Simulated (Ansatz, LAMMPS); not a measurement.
# Structural relaxation of glassy CaAl2Si6O16 (100 atoms), part 2 of 3

How does glassy CaAl2Si6O16 (100 atoms) relax, and what do bonds, charges and levels look like afterwards?

Ansatz 0.2.0; Kohn-Sham DFT, r2SCAN, PAW (set soft_2), plane waves.

The cell: 8 Al, 4 Ca, 64 O and 24 Si. The quench rate of 10 K/ps is orders of magnitude faster than experiment. The network of bonds at the start is that of the classical potential that made the cell. The Brillouin zone is sampled at Γ only, in a cell whose shortest periodic width is 11 Å.

So far. Step 3 (Single point at the start): Neighbours are counted within 2.12 Å (O-Si), 2.19 Å (O-Al), 3.22 Å (O-Ca).

### Step 4. Relaxation

With the cell held, the atoms are moved downhill towards a nearby minimum.

input.yaml

```yaml
crystal:
  lattice:
    - [10.9699, 0.0, 0.0]
    - [0.0, 10.9699, 0.0]
    - [0.0, 0.0, 10.9699]
  atoms:
    [... the 100 atom lines of step 3 ...]
kpoints:
  mp_grid: { grid: [1, 1, 1] }
hamiltonian:
  xc: r2scan
scf:
  occupations: { method: fixed }
output:
  forces: true
relax:
  f_tol: 0.03
  max_steps: 200
```

Launch:

```console
ansatz run input.yaml --threads 4 --pin off --max-ram 8192MiB --backend cpu --events-out ev --progress --plain --runs-dir out
```

Numbers of over 12 decimals in the logs are rounded to 6 here.

The log of the run:

```text
[...]
Crystal: 100 atoms, lattice volume = 1320.104 Å³
Basis set: ecut = 500 eV, 33401 PW (Γ), exchange–correlation on 324×324×324 points (64 copies of the dense FFT grid, shifted against one another)
Bands: 372, of which v1, the nominal top of the filled ones, is band 272 counted from 1 (271 counted from 0)
Symmetry: 1 space group operations
[...]
k-points: 1
[...]
SCF iter   1: F=—  HF=-63458.628237 eV  |F-HF|=—  |Δ(HF+E_count)|=         —  Δρ=7.87e-3  dr2=9.32e-1  dr2_τ=7.88e0  ethr=1.77e-3  ⟨swp⟩=6.0  Hψ=1338  notcnv=0  defer=98
[...]
SCF iter   3: F=—  HF=-63461.430860 eV  |F-HF|=—  |Δ(HF+E_count)|=   3.03e-2  Δρ=1.49e-3  dr2=2.86e-2  dr2_τ=4.10e-3  ethr=4.00e-5  ⟨swp⟩=4.0  Hψ=478  notcnv=0  defer=81
automatic band count: iteration 3 solves 355 bands in place of 372: the levels show a gap, and the empty bands left out lie too high to hold charge; the band table lists the bands solved (type scf.n_extra_bands for more)
SCF iter   4: F=—  HF=-63461.426700 eV  |F-HF|=—  |Δ(HF+E_count)|=   4.16e-3  Δρ=6.43e-4  dr2=4.26e-3  dr2_τ=8.43e-4  ethr=5.25e-6  ⟨swp⟩=4.0  Hψ=494  notcnv=0  defer=81
[...]
SCF iter   7: F=-63461.429561 eV  HF=-63461.429560 eV  |F-HF|=1.23e-6  |Δ(HF+E_count)|=   1.03e-5  Δρ=2.27e-5  dr2=6.42e-6  dr2_τ=6.65e-7  ethr=4.14e-9  ⟨swp⟩=3.0  Hψ=1139  notcnv=0
SCF 1 converged in 7 iterations: F = -63461.429561 eV  dr2 = 6.42e-6
[...]
relax step   1: F+E_penalty+E_count = -63461.42956108 eV  Δ(F+E_penalty+E_count) = +0.000e0 eV  max|allowed force component| = 3.953e0 eV/Å  Δτ_max = 0.0000 Å  (7 SCF iters, dr2 threshold 2.25e-5 eV, accepted)
[... from here on, the SCF cycles and remarks between the steps are left out ...]
relax step   2: F+E_penalty+E_count = -63465.32112967 eV  Δ(F+E_penalty+E_count) = -3.892e0 eV  max|allowed force component| = 2.315e0 eV/Å  Δτ_max = 0.1949 Å  (7 SCF iters, dr2 threshold 1.00e-4 eV, accepted)
relax step   3: F+E_penalty+E_count = -63468.10868686 eV  Δ(F+E_penalty+E_count) = -2.788e0 eV  max|allowed force component| = 9.037e-1 eV/Å  Δτ_max = 0.1920 Å  (7 SCF iters, dr2 threshold 1.00e-4 eV, accepted)
relax step   4: F+E_penalty+E_count = -63468.67654792 eV  Δ(F+E_penalty+E_count) = -5.679e-1 eV  max|allowed force component| = 9.090e-1 eV/Å  Δτ_max = 0.2000 Å  (7 SCF iters, dr2 threshold 1.00e-4 eV, accepted)
relax step   5: F+E_penalty+E_count = -63468.91008478 eV  Δ(F+E_penalty+E_count) = -2.335e-1 eV  max|allowed force component| = 4.745e-1 eV/Å  Δτ_max = 0.1690 Å  (7 SCF iters, dr2 threshold 1.00e-4 eV, accepted)
relax step   6: F+E_penalty+E_count = -63469.00027323 eV  Δ(F+E_penalty+E_count) = -9.019e-2 eV  max|allowed force component| = 2.371e-1 eV/Å  Δτ_max = 0.0516 Å  (5 SCF iters, dr2 threshold 6.14e-5 eV, accepted)
relax step   7: F+E_penalty+E_count = -63469.13241254 eV  Δ(F+E_penalty+E_count) = -1.321e-1 eV  max|allowed force component| = 2.907e-1 eV/Å  Δτ_max = 0.2000 Å  (7 SCF iters, dr2 threshold 1.40e-5 eV, accepted)
relax step   8: F+E_penalty+E_count = -63469.19093359 eV  Δ(F+E_penalty+E_count) = -5.852e-2 eV  max|allowed force component| = 1.446e-1 eV/Å  Δτ_max = 0.0747 Å  (6 SCF iters, dr2 threshold 2.11e-5 eV, accepted)
relax step   9: F+E_penalty+E_count = -63469.20995739 eV  Δ(F+E_penalty+E_count) = -1.902e-2 eV  max|allowed force component| = 1.396e-1 eV/Å  Δτ_max = 0.0549 Å  (6 SCF iters, dr2 threshold 5.17e-6 eV, accepted)
relax step  10: F+E_penalty+E_count = -63469.22559161 eV  Δ(F+E_penalty+E_count) = -1.563e-2 eV  max|allowed force component| = 1.097e-1 eV/Å  Δτ_max = 0.0838 Å  (7 SCF iters, dr2 threshold 4.82e-6 eV, accepted)
relax step  11: F+E_penalty+E_count = -63469.22143937 eV  Δ(F+E_penalty+E_count) = +4.152e-3 eV  max|allowed force component| = 4.472e-1 eV/Å  Δτ_max = 0.2000 Å  (7 SCF iters, dr2 threshold 7.42e-6 eV, rejected (line search))
relax step  12: F+E_penalty+E_count = -63469.24813798 eV  Δ(F+E_penalty+E_count) = -2.255e-2 eV  max|allowed force component| = 5.818e-2 eV/Å  Δτ_max = 0.1000 Å  (9 SCF iters, accepted)
relax step  13: F+E_penalty+E_count = -63469.25522752 eV  Δ(F+E_penalty+E_count) = -7.090e-3 eV  max|allowed force component| = 3.873e-2 eV/Å  Δτ_max = 0.0815 Å  (7 SCF iters, dr2 threshold 9.53e-7 eV, accepted)
relax step  14: F+E_penalty+E_count = -63469.25570887 eV  Δ(F+E_penalty+E_count) = -4.814e-4 eV  max|allowed force component| = 1.599e-2 eV/Å  Δτ_max = 0.0124 Å  (7 SCF iters, accepted)
[...]
SCF iter   2: F=-63469.255709 eV  HF=-63469.255709 eV  |F-HF|=7.36e-9  |Δ(HF+E_count)|=   5.20e-9  Δρ=1.01e-6  dr2=1.42e-8  dr2_τ=2.68e-9  ethr=1.67e-11  ⟨swp⟩=4.0  Hψ=1103  notcnv=0
SCF 15 converged in 2 iterations: F = -63469.255709 eV  dr2 = 1.42e-8
SCF converged after 2 iterations
Free energy (F): -63469.255709 eV
[...]
Internal energy: -63469.255709 eV  (E = F + TS)
E sigma→0 (E₀):  -63469.255709 eV
Fermi energy:    3.495118 eV
[...]
--- Forces (eV/Å), atoms counted from 1 ---
  atom   1  Al    -0.00156386     0.00262442    -0.00073364
  atom   2  Al    -0.00052498    -0.00384595     0.00252250
  atom   3  Al    -0.00013356    -0.00031637     0.00245646
  atom   4  Al     0.00446612     0.00341292    -0.00456524
  atom   5  Al    -0.00139472    -0.00016277    -0.00048093
  atom   6  Al    -0.00462425    -0.00122400     0.00008091
  atom   7  Al     0.01097224     0.00294333     0.00363968
  atom   8  Al     0.00157172     0.00767029     0.00347754
  atom   9  Ca     0.01598510    -0.00288360    -0.00562655
  atom  10  Ca    -0.00434313     0.00335191     0.00868864
  atom  11  Ca     0.00398065     0.00426599     0.00048266
  atom  12  Ca     0.00313309    -0.00287098     0.00578766
  atom  13  O      0.00051255     0.00106911    -0.00063056
  atom  14  O     -0.00085438    -0.00305277     0.00024316
[...]
atom  99  Si     0.00346911     0.00018627    -0.00307494
  atom 100  Si    -0.00158370    -0.00790090    -0.00224968
  max |Σ_I F_I| component: 1.43e-4 eV/Å
--- Relaxed structure (14 steps of the walk, 13 accepted, 0 SCFs on fresh bases) ---
  F+E_penalty+E_count = -63469.25570887 eV   max|allowed force component| = 1.599e-2 eV/Å
  atoms:
    - { symbol: Al, position: [0.186012, 0.698411, 0.419630] }
    - { symbol: Al, position: [0.075227, 0.355773, 0.543341] }
    - { symbol: Al, position: [0.243082, 0.269739, 0.691780] }
    - { symbol: Al, position: [0.879783, 0.858570, 0.914525] }
[...]
- { symbol: Si, position: [0.437669, 0.306197, 0.353136] }
```

Elapsed: 8.8 min, on 4 threads of Arm Neoverse V2, shared host; peak memory 3.2 GiB; 28 min of CPU time.

The steps of the relaxation:

| step | energy less that of the first step (eV) | largest force component (eV/Å) |
| --- | --- | --- |
| 1 | 0.0000 | 3.9533 |
| 2 | -3.8916 | 2.3151 |
| 3 | -6.6791 | 0.9037 |
| 4 | -7.2470 | 0.9090 |
| 5 | -7.4805 | 0.4745 |
| 6 | -7.5707 | 0.2371 |
| 7 | -7.7029 | 0.2907 |
| 8 | -7.7614 | 0.1446 |
| 9 | -7.7804 | 0.1396 |
| 10 | -7.7960 | 0.1096 |
| 11 | -7.7919 | 0.4472 |
| 12 | -7.8186 | 0.0582 |
| 13 | -7.8257 | 0.0387 |
| 14 | -7.8261 | 0.0160 |

Relaxation step 11 was tried and not accepted.

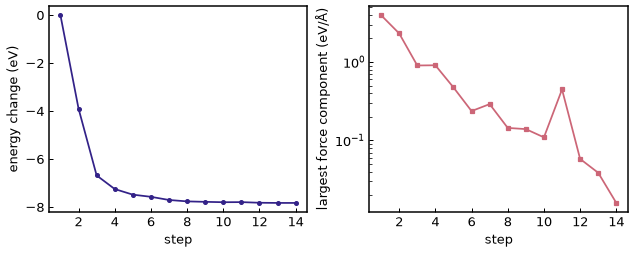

Energy and largest force along the relaxation.

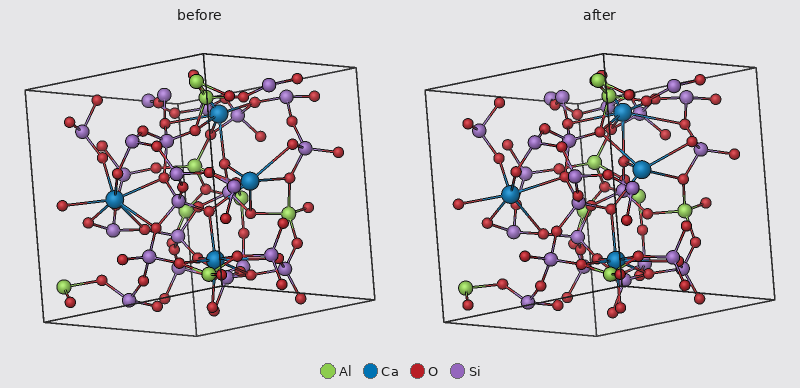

Before and after, at one scale.

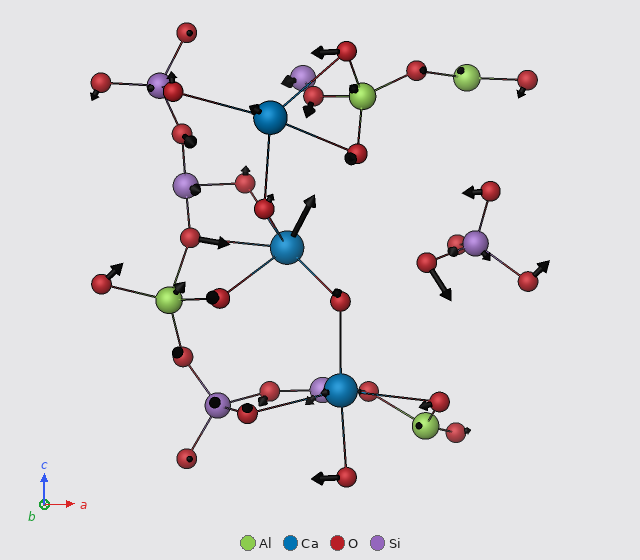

Displacements in the relaxation, exaggerated; the longest in the cell stands for 0.66 Å. Drawn is a slice 4 Å thick, seen along the normal of the ac plane.

The atoms that moved most (Å):

| atom | dx | dy | dz | length |
| --- | --- | --- | --- | --- |
| Ca11 | 0.267 | -0.214 | 0.561 | 0.657 |
| O58 | 0.342 | -0.390 | 0.180 | 0.549 |
| O34 | 0.499 | -0.005 | 0.032 | 0.500 |
| O14 | 0.255 | -0.118 | -0.404 | 0.492 |
| O37 | 0.410 | -0.050 | -0.068 | 0.419 |
| O68 | -0.355 | 0.189 | -0.033 | 0.403 |
| O67 | 0.101 | -0.358 | -0.090 | 0.382 |
| O39 | 0.252 | 0.023 | -0.257 | 0.361 |

The relaxation changed the energy by -78.3 meV/atom, and atoms moved by 0.23 Å r.m.s., 0.66 Å at most.

### Step 5. Local order after relaxation

Bonds before and after, by the cutoffs listed below:

| pair | bonds before | bonds after | mean before (Å) | mean after (Å) | spread before (Å) | spread after (Å) |
| --- | --- | --- | --- | --- | --- | --- |
| O-Si | 96 | 96 | 1.627 | 1.632 | 0.057 | 0.033 |
| O-Al | 32 | 32 | 1.768 | 1.765 | 0.100 | 0.038 |
| O-Ca | 24 | 22 | 2.501 | 2.438 | 0.146 | 0.158 |

Density 2.61 g/cm³, 13.20 Å³ an atom.

g(r), total and by pair (bins of 0.2 Å):

| r (Å) | total | O-O | O-Si | O-Al | O-Ca | Si-Si | Si-Al |
| --- | --- | --- | --- | --- | --- | --- | --- |
| 1.50 | 0.72 | 0.00 | 2.35 | 0.00 | 0.00 | 0.00 | 0.00 |
| 1.70 | 4.00 | 0.00 | 10.04 | 9.03 | 0.00 | 0.00 | 0.00 |
| 1.90 | 0.16 | 0.00 | 0.00 | 1.54 | 0.00 | 0.00 | 0.00 |
| 2.10 | 0.05 | 0.00 | 0.00 | 0.00 | 0.91 | 0.00 | 0.00 |
| 2.30 | 0.12 | 0.00 | 0.00 | 0.00 | 2.29 | 0.00 | 0.00 |
| 2.50 | 0.87 | 1.75 | 0.00 | 0.00 | 3.04 | 0.00 | 0.00 |
| 2.70 | 1.62 | 3.70 | 0.00 | 0.00 | 1.47 | 0.00 | 0.00 |
| 2.90 | 0.81 | 1.46 | 0.08 | 0.00 | 0.95 | 1.52 | 0.31 |
| 3.10 | 1.03 | 1.01 | 0.32 | 0.32 | 0.67 | 3.94 | 3.69 |
| 3.30 | 0.93 | 0.64 | 1.01 | 0.64 | 0.56 | 1.23 | 2.04 |
| 3.50 | 0.79 | 0.69 | 0.90 | 1.49 | 0.67 | 0.16 | 0.00 |
| 3.70 | 0.90 | 0.53 | 1.48 | 1.03 | 0.61 | 0.39 | 0.19 |
| 3.90 | 1.15 | 0.72 | 1.71 | 1.61 | 1.23 | 0.71 | 1.09 |
| 4.10 | 1.21 | 0.70 | 2.04 | 1.65 | 0.48 | 0.66 | 0.80 |
| 4.30 | 1.20 | 0.82 | 1.43 | 1.78 | 1.44 | 1.59 | 0.74 |
| 4.50 | 1.01 | 0.77 | 1.05 | 1.18 | 1.63 | 1.63 | 1.62 |
| 4.70 | 0.98 | 1.39 | 0.53 | 0.65 | 1.77 | 0.58 | 0.99 |
| 4.90 | 0.99 | 1.34 | 0.63 | 0.60 | 0.94 | 0.98 | 1.72 |
| 5.10 | 1.05 | 1.55 | 0.67 | 0.47 | 1.03 | 0.84 | 0.94 |
| 5.30 | 1.02 | 1.17 | 0.84 | 0.80 | 0.44 | 1.30 | 1.94 |

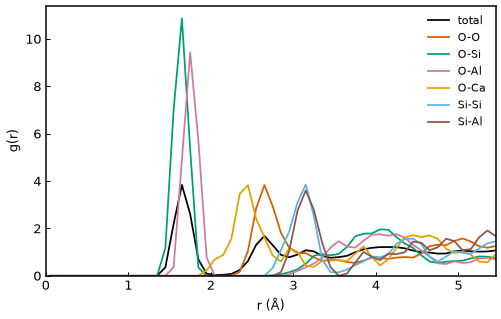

Pair distribution functions, lightly smoothed.

Bonds by pair of elements; cutoffs follow the first minimum of g(r), held within bounds set by covalent radii, and pairs that aren't listed don't count as bonded:

| pair A-B | cutoff (Å) | bonds | mean length (Å) | spread (Å) | shortest (Å) | B about A | A about B |
| --- | --- | --- | --- | --- | --- | --- | --- |
| O-Si | 2.12 | 96 | 1.63 | 0.033 | 1.57 | 1.5 | 4 |
| O-Al | 2.23 | 32 | 1.76 | 0.038 | 1.66 | 0.5 | 4 |
| O-Ca | 2.83 | 22 | 2.44 | 0.158 | 2.05 | 0.344 | 5.5 |

How many atoms have how many bonded neighbours:

| element | mean | 2 | 3 | 4 | 5 | 6 |
| --- | --- | --- | --- | --- | --- | --- |
| Al | 4 | 0 | 0 | 8 | 0 | 0 |
| Ca | 5.5 | 0 | 0 | 0 | 2 | 2 |
| O | 2.34 | 43 | 20 | 1 | 0 | 0 |
| Si | 4 | 0 | 0 | 24 | 0 | 0 |

Bond angles (no mean is given where the spread exceeds 20°):

| angle | count | mean (°) | spread (°) |
| --- | --- | --- | --- |
| O-Si-O | 144 | 109 | 5.8 |
| O-Ca-O | 50 | - | - |
| O-Al-O | 48 | 109 | 12.6 |
| Si-O-Si | 36 | 146 | 14.7 |
| Ca-O-Si | 28 | 108 | 14.7 |

Oxygen atoms by the number of network formers (Si, P, Ge, B, Al, As, Ga) bound to them:

| network formers bound to O | O atoms | per cent |
| --- | --- | --- |
| 0 | 0 | 0 |
| 1 | 4 | 6.2 |
| 2 | 56 | 87.5 |
| 3 | 4 | 6.2 |

Network units: each former by its oxygen neighbours and how many of them bridge to another former:

| former | O neighbours | bridging O | atoms |
| --- | --- | --- | --- |
| Si | 4 | 3 | 3 |
| Si | 4 | 4 | 21 |
| Al | 4 | 3 | 1 |
| Al | 4 | 4 | 7 |

Bond length by coordination (bonds to H left out):

| element | coordination | atoms | mean bond length (Å) |
| --- | --- | --- | --- |
| Ca | 5 | 2 | 2.44 |
| Ca | 6 | 2 | 2.44 |
| O | 2 | 43 | 1.65 |
| O | 3 | 20 | 1.94 |
| O | 4 | 1 | 2.17 |

Rings of the network by King's shortest-path rule, up to 12 atoms, one path for each pair of neighbours; H, halogens, alkali and alkaline-earth atoms are left out, and the last column divides by all other atoms, bonded or not:

| ring size (atoms) | rings | per network atom |
| --- | --- | --- |
| 4 | 2 | 0.021 |
| 8 | 10 | 0.104 |
| 10 | 15 | 0.156 |
| 12 | 16 | 0.167 |

First main peaks of g(r), for some of the pairs, lie near 2.7 Å (O-O), 1.6 Å (O-Si), 1.8 Å (O-Al), 2.4 Å (O-Ca), 3.1 Å (Si-Si) and 3.1 Å (Si-Al). Counting bonds as in the table, all Al atoms have 4, 50 % of Ca atoms have 5 and as many 6, 67 % of O atoms have 2 and all Si atoms have 4 bonded neighbours. The O-Si-O angle averages 109° with a spread of 6°. 88 % of the oxygens bridge two formers (Si and Al) and 6 % are non-bridging; 6 % join three. The commonest Si unit has 4 oxygens, 4 of them shared with other formers (21 of 24 atoms). Rings of 12 atoms are the most common (37 % of those counted); sizes run from 4 to 12, where the search stops.

(Part 2 of 3 ends here.)

[Logs are printed without paths, hosts, clocks, repeated set-up lines and the standing remarks that a program may print on its own settings, such as how far it seeks lower states.]

[Hosts, paths, dates, database ids (printed as entryN), source tags and the programs' standing remarks are cut or masked in the printed files.]
